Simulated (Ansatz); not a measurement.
Formation energies in the Te–Ti system, lowest calculated structure of each composition. Method: PBEsol (plane waves to 420 eV, PAW, scalar-relativistic; Ansatz, an electronic-structure program). Element references, the lowest calculated here: Te (P3₁21), Ti (P6₃/mmc).

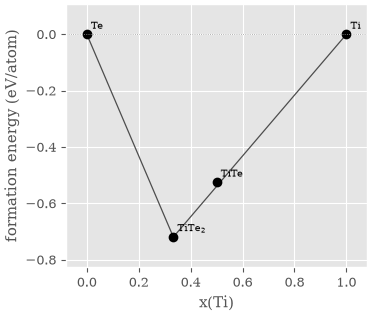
Figure: Formation energy against composition with the lower convex hull

Q: Which compounds are stable against decomposition?

A: For TiTe a lower structure may exist, so the energies are upper bounds and are not judged. On the hull: TiTe2.

```tsv
phase	x(Ti)	space group	E_f (eV/atom)	above hull (eV/atom)
Te	0.000	P3₁21	0.00	0.00
TiTe2	0.333	P-3m1	-0.72	0.00
TiTe	0.500	Pm-3m	-0.52	0.01
Ti	1.000	P6₃/mmc	0.00	0.00
```

Hull of the energies calculated here, no anion corrections, zero temperature, no zero-point energy; an uncalculated phase could lie lower. Values are rounded to 0.01 eV/atom. Not shown to be the ambient phase of their composition (a lower form may be missing, and a cell relaxed within its start's symmetry can be a saddle point): TiTe (Pm-3m). Spin-orbit coupling is missing from these energies, which matters for elements this heavy. The compounds carry no spin polarisation.
